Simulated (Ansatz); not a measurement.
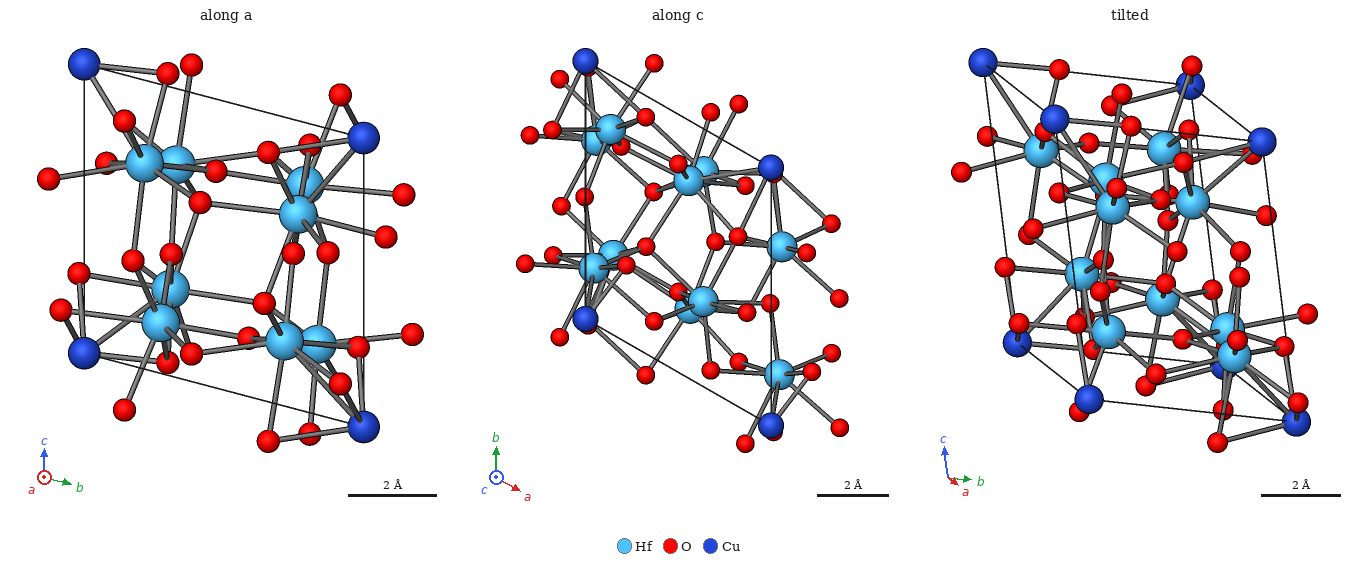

Drawn in the ball-and-stick manner and seen along the a axis, along the c axis and slightly off an axis. Thin lines show the simulation cell, with boundary atoms drawn in all their periodic places. Some neighbours outside the box are added. Cell: a = 6.782 Å, b = 7.335 Å, c = 7.335 Å, α = 90.57°, β = 116.24°, γ = 116.24°.

Caption:

The compound is Hf₈CuO₁₆. All rotations and mirrors are lost; the group is P1. The cell comprises 1 formula unit: 8 Hf, 1 Cu, 16 O.

The structure was taken from a structure listed in the Materials Project, repeated into a supercell with a point defect put in. The atoms were relaxed in a fixed cell with Ansatz 0.2.0, DFT PBE, scalar-relativistic, plane waves, PAW.
